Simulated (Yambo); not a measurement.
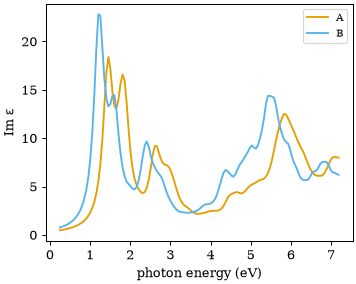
Figure: Two computed absorption spectra of Y2CI2 (space group P-3m1, No. 164) (Yambo, PBEsol bands with the same scissor, field along x)

Axes are Cartesian, with cell vectors (Å) (3.83, 0.00, 0.00), (-1.91, 3.32, 0.00), (0.00, 0.00, 10.37).

### Question
Which curve includes the electron-hole attraction (BSE)?

### Answer
Curve B: the attraction moves weight to lower energy (centre of the plotted range 3.8 eV against 3.9 eV). Settings: 6×6×2 mesh, 9 valence and 13 conduction bands, static screening with 73 bands and a 3 Ry block, scissor 0.66 eV, Tamm-Dancoff. The scissor comes from a G0W0 run whose convergence isn't established. Broadening 0.15 eV. The band window holds all transitions up to 8.2 eV. On this mesh the peak heights and the fine structure are mesh artefacts; only the shift of weight is robust.

Spin-orbit coupling is not included.

Geometry relaxed with PBE+D3(BJ); primitive cell a = b = 3.830 Å, c = 10.370 Å, α = β = 90.00°, γ = 120.00°.

The structure is a Materials Project entry; no match was found in the copy of COD used, and its stability was not checked.
